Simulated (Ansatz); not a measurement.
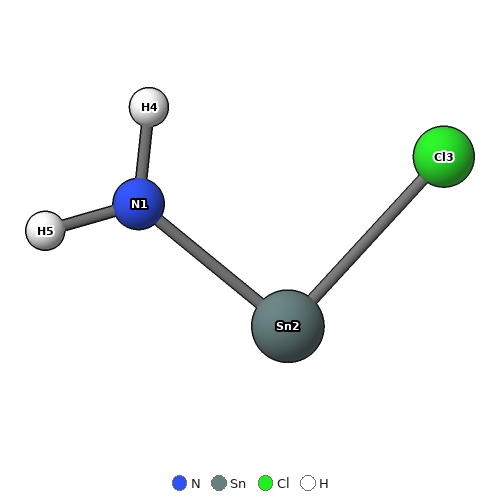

The system is ClH2NSn, SMILES [NH2][Sn][Cl]; the picture shows the reference structure. 
- First axis: umbrella angle at N1 (between each of its bonds and their common axis; 90 is planar). Second axis: change of the bonds N1–Sn2, N1–H4, N1–H5, all alike.
- Nothing is relaxed (all other coordinates rigid).
- The scan uses an 11 × 11 grid; 66 points were computed and 55 follow by symmetry.
- Points are written as (first, second).
- Energies: eV, counted from the lowest grid point.
- Level of theory: RKS CAM-B3LYP-D4/def2-TZVP in Ansatz.

Its coordinates:

```yaml
atoms:
  - { symbol: N, position_ang: [-0.5440, 0.3463, -0.4058] }
  - { symbol: Sn, position_ang: [-0.2845, -1.0482, 1.0067] }
  - { symbol: Cl, position_ang: [2.0960, -0.8506, 0.9647] }
  - { symbol: H, position_ang: [0.2214, 0.8355, -0.8453] }
  - { symbol: H, position_ang: [-1.4390, 0.6435, -0.7618] }
```

Range: umbrella angle at N1 (between each of its bonds and their common axis; 90 is planar) from 66.0 to 114.0°; change of the bonds N1–Sn2, N1–H4, N1–H5, all alike from −0.147 to 0.228 Å.

What landscape does the calculation give?

Answer. The lowest grid point is at (90.0°, 0.003 Å). It is the only kind of minimum in the scanned range. The highest grid point, (66.0°, −0.147 Å), lies 2.31 eV above the lowest. Round the minimum the two coordinates are nearly uncoupled.

| second ↓, first → | 66.0 | 70.8 | 75.6 | 80.4 | 85.2 | 90.0 | 94.8 | 99.6 | 104.4 | 109.2 | 114.0 |
| --- | --- | --- | --- | --- | --- | --- | --- | --- | --- | --- | --- |
| 0.228 | 1.79 | 1.79 | 1.81 | 1.85 | 1.88 | 1.89 | 1.88 | 1.85 | 1.81 | 1.79 | 1.79 |
| 0.190 | 1.37 | 1.35 | 1.35 | 1.38 | 1.39 | 1.40 | 1.39 | 1.38 | 1.35 | 1.35 | 1.37 |
| 0.153 | 1.01 | 0.96 | 0.95 | 0.96 | 0.97 | 0.97 | 0.97 | 0.96 | 0.95 | 0.96 | 1.01 |
| 0.115 | 0.70 | 0.63 | 0.60 | 0.59 | 0.59 | 0.59 | 0.59 | 0.59 | 0.60 | 0.63 | 0.70 |
| 0.078 | 0.47 | 0.38 | 0.33 | 0.30 | 0.29 | 0.29 | 0.29 | 0.30 | 0.33 | 0.38 | 0.47 |
| 0.040 | 0.34 | 0.22 | 0.15 | 0.11 | 0.09 | 0.08 | 0.09 | 0.11 | 0.15 | 0.22 | 0.34 |
| 0.003 | 0.34 | 0.19 | 0.09 | 0.04 | 0.01 | 0.00 | 0.01 | 0.04 | 0.09 | 0.19 | 0.34 |
| −0.035 | 0.49 | 0.31 | 0.19 | 0.12 | 0.08 | 0.07 | 0.08 | 0.12 | 0.19 | 0.31 | 0.49 |
| −0.072 | 0.83 | 0.62 | 0.49 | 0.40 | 0.35 | 0.33 | 0.35 | 0.40 | 0.49 | 0.62 | 0.83 |
| −0.110 | 1.43 | 1.19 | 1.03 | 0.93 | 0.87 | 0.85 | 0.87 | 0.93 | 1.03 | 1.19 | 1.43 |
| −0.147 | 2.31 | 2.04 | 1.86 | 1.74 | 1.67 | 1.65 | 1.67 | 1.74 | 1.86 | 2.04 | 2.31 |

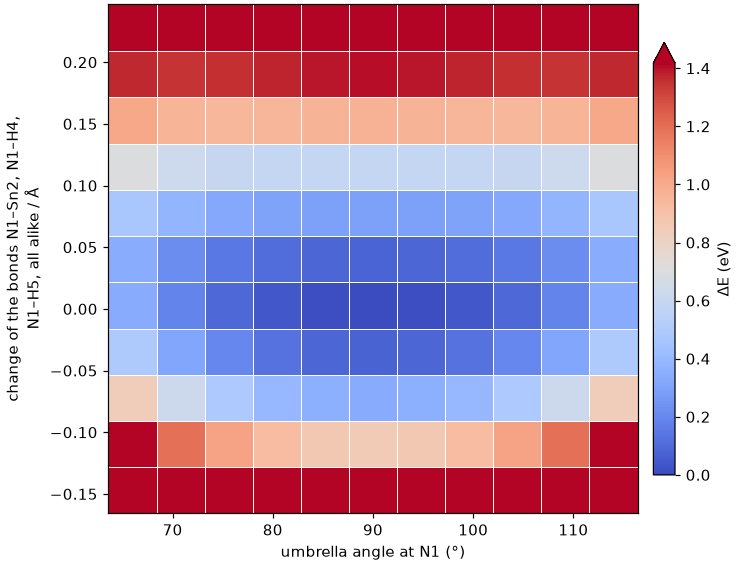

The picture shows one coloured cell a grid point, one colour for all values above the top of the scale.

Each point was launched as `ansatz run input.yaml --threads 1 --pin off --max-ram 2560MiB --backend cpu --events-out ev --progress --plain --runs-dir out`. The whole map (66 points run) took 6.6 min on 1 thread of Arm Neoverse V1, with other jobs on the host.
